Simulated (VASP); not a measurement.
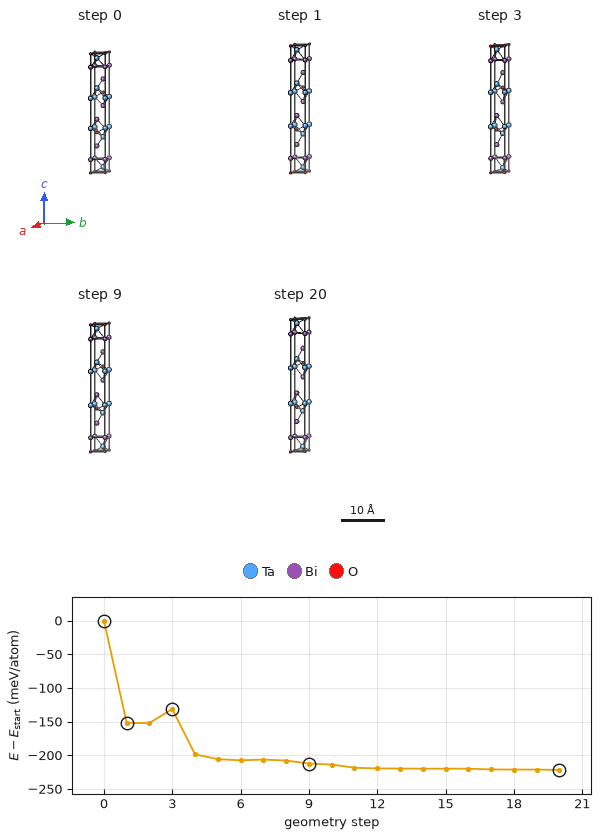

Frames of a relaxation of a crystal of Ta₂Bi₂O (a generated structure, set up in R-3m), marked on the history of the run. A ball-and-stick model of the conventional cell (3 times the calculation's cell), seen slightly off an axis. Lengths and directions refer to the drawn axes.

The run lets cell and atoms move.

These are results of VASP 6.6.1, Kohn-Sham DFT of a periodic cell, PBE, VASP PAW PBE potentials, recommended, not measurements.

Input
```
SYSTEM = Ta2Bi2O
PREC     = Normal         ! precision mode
ENCUT    = 520            ! plane-wave cutoff, eV
EDIFF    = 1E-4           ! SCF threshold, eV
ISMEAR   = 0              ! smearing method
SIGMA    = 0.15           ! smearing width, eV
LREAL    = .FALSE.        ! projectors in reciprocal space
LASPH    = .TRUE.         ! aspherical terms in the spheres
NELM     = 60             ! most SCF steps
ALGO     = Fast           ! electronic algorithm
ISIF     = 3              ! what is computed and relaxed
LWAVE    = .FALSE.        ! write WAVECAR
LCHARG   = .FALSE.        ! write CHGCAR
GGA      = PE             ! functional
IBRION   = 2              ! ionic algorithm
NSW      = 24             ! ionic steps
EDIFFG   = -0.08          ! ionic threshold
```

Run as
```bash
cat potpaw_PBE.64/Ta_pv/POTCAR potpaw_PBE.64/Bi_d/POTCAR potpaw_PBE.64/O/POTCAR > POTCAR
mpirun -np 1 vasp_std > vasp.out
```

Question: Describe the path.

Answer: The largest moves relative to the cell, 0.28 Å, are those of Ta atoms. Largest moves by element: Ta 0.28 Å, Bi 0.12 Å. O stays in place. The volume changes by +7.1 %, with a = b 3.500 → 3.438 Å (−1.8 %), c 28.200 → 31.303 Å (+11.0 %). Some distances before and after: Bi–Ta 2.851 → 3.105 Å, Ta–Ta 3.057 → 2.814 Å, O–Ta 2.323 → 2.221 Å, Bi–Bi 3.500 → 3.438 Å. Bond angles that change, for instance: Ta–O–Ta 97.7° → 101.4°, Ta–O–Ta 82.3° → 78.6°. The space group stays R-3m (No. 166). Over 20 geometry steps the energy falls by 222 meV per atom. Largest force component: 2.9 eV/Å at the start, 0.039 eV/Å at the end. Pressure: 4.30 GPa at the start and 0.03 GPa at the end. From step 0 to 1: Ta atoms move most (0.15 Å), volume +7.8 %, energy −152 meV per atom. From step 1 to 3: Ta atoms move most (0.15 Å), volume −8.5 %, energy +20.8 meV per atom. From step 3 to 9: Ta and Bi atoms move most (0.09 Å), volume +5.1 %, energy −81.1 meV per atom. From step 9 to 20: Bi atoms move most (0.12 Å), volume +3.3 %, energy −9.4 meV per atom.
